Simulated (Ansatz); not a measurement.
BNH₄: several calculations on one system

**1. Relaxation**

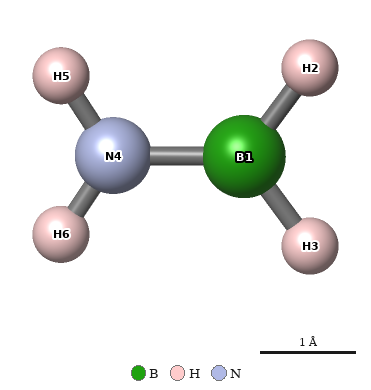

Starting structure of BNH$_{4}$. Style: ball-and-stick. Shown at a tilt.

The run prepares an end point of a later path (reaction) calculation, from a guessed geometry.

The calculation used Ansatz, RKS CAM-B3LYP-D4/def2-SVPD.

Input
```yaml
crystal:
  periodic: [false, false, false]
  atoms:
    - { symbol: B, position_ang: [0.105856, -0.000986, 0.060009] }
    - { symbol: H, position_ang: [0.288793, -0.460777, 1.129413] }
    - { symbol: H, position_ang: [1.12326, 0.461915, -0.312903] }
    - { symbol: "N", position_ang: [-1.088485, -0.001792, -0.629816] }
    - { symbol: H, position_ang: [-1.936519, -0.407392, -0.259556] }
    - { symbol: H, position_ang: [-1.194806, 0.409031, -1.547047] }
basis:
  gaussian: { orbitals: def2-SVPD }
hamiltonian:
  xc: cam_b3lyp
  dispersion: d4
relax:
  f_tol: 0.03
  max_steps: 50
```

Command:
```bash
ansatz run input.yaml --threads 2 --pin off --max-ram 3072MiB --backend cpu --events-out ev --progress --plain --runs-dir out
```

> What does the optimiser find from here?

After 3 accepted moves (4 points after the start) the energy has fallen by 0.132 eV. The largest force component goes from 0.92 to 0.0072 eV/Å. The line search rejected the trial step at point 3 of the run. The largest moves after the best rigid fit, 0.12 Å, are those of H2 and H3. By element the largest moves are H 0.12 Å, B 0.04 Å, N 0.03 Å. Near-neighbour distances that change, for instance: B1–H2 1.178 → 1.203 Å, B1–N4 1.379 → 1.387 Å. Among the angles between lasting bonds that change: H2–B1–H3 107.8° → 121.9°, H2–B1–N4 126.0° → 119.1°.

The structure at the end:

```xyz
6

B     0.1411   -0.0001    0.0814
H     0.1866   -0.5083    1.1710
H     1.1074    0.5083   -0.4236
N    -1.0602   -0.0001   -0.6122
H    -1.9089   -0.4088   -0.2465
H    -1.1679    0.4090   -1.5299
```

The end point in the same view:

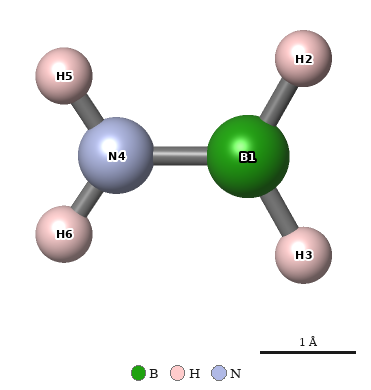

**2. Relaxation**

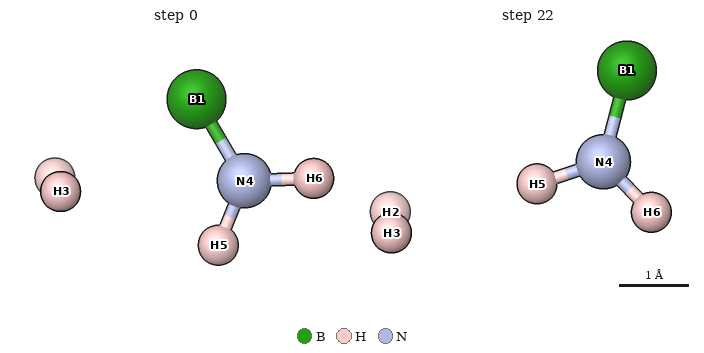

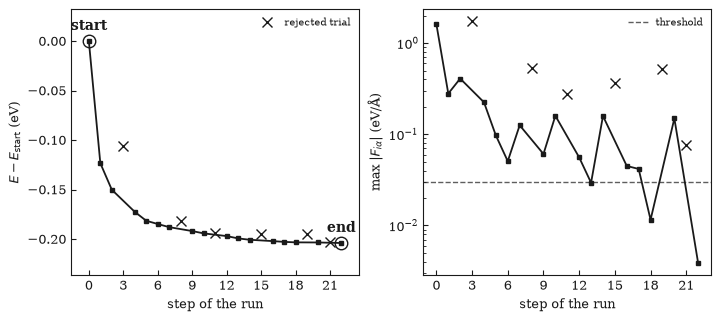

First and last geometry of a relaxation of BNH₄, with the history of the run. Style: ball-and-stick. Shown face on.

The run prepares an end point of a later path (reaction) calculation, from a guessed geometry.

Method: Ansatz 0.2.0, RKS CAM-B3LYP-D4/def2-SVPD. (no spin polarisation; force threshold 0.03 eV/Å; at most 50 steps)

Question: Read the history and describe the run.

Answer: It converged. The atom that moves furthest after the best rigid fit is B1 (1.21 Å). Largest moves by element: B 1.21 Å, H 1.02 Å, N 0.29 Å. Among the contacts that change: H2–H3 0.717 → 0.762 Å, B1–N4 1.375 → 1.370 Å. Among the angles between lasting bonds that change: B1–N4–H5 127.0° → 122.7°, B1–N4–H6 118.7° → 122.1°. After 16 accepted moves (22 points after the start) the energy has fallen by 0.204 eV. Largest force component: 1.6 eV/Å at the start, 0.0039 eV/Å at the end. The line search rejected the trial steps at points 3, 8, 11, 15, 19, 21 of the run. The forces were under the threshold at step 13, but the run went on from there. The run took 7.1 s on 2 threads of AMD EPYC 9R45 96-Core Processor (Zen 5), with other jobs on the host, peak memory 0.15 GiB.

Limits of the set-up: the start holds two separate molecules, 2.4 Å apart at their closest, whose relative position is a soft coordinate.

**3. Path**

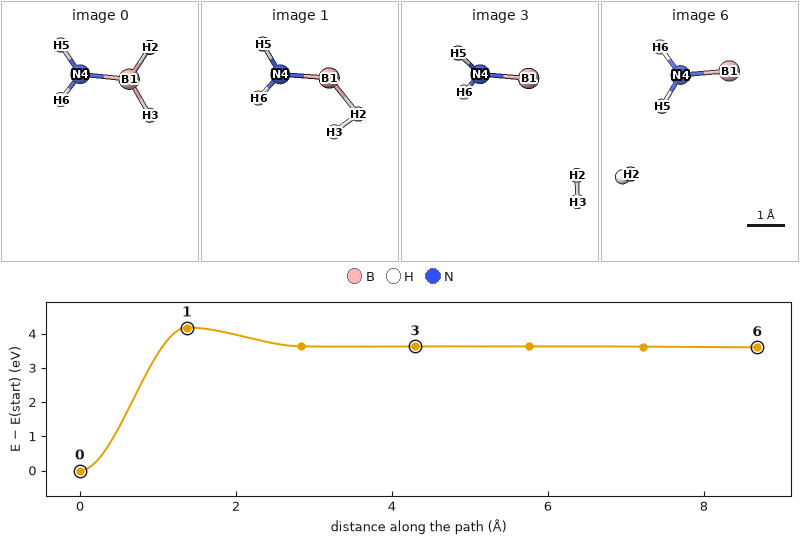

NEB run on BNH$_{4}$. Images are numbered from 0 (start) to 6 (end). A ball-and-stick model, seen at a tilt.

All numbers below come from RKS CAM-B3LYP-D4/def2-SVPD (Ansatz 0.2.0). Settings: 5 movable images; climbing image; force threshold 0.03 eV/Å; iteration limit 60; starting path through a guess of the saddle point.

Question: What happens along the path, and what is the barrier?

Answer: Breaking: B1–H2 (1.20 → 1.32 at the top → 4.03 Å), B1–H3 (1.20 → 1.66 at the top → 4.16 Å). Forming: H2–H3 (2.10 → 0.92 at the top → 0.76 Å). Forward barrier 4.18 eV, backward barrier 0.58 eV, with image 1 at the top; the reaction energy is +3.60 eV. The band is converged. At the top, the vibrational analysis gives one imaginary mode (889i cm⁻¹), as a transition state must have.

Cost: 59 s on 2 threads of AMD EPYC 9R45 96-Core Processor (Zen 5) (shared host), peak memory 0.17 GiB.
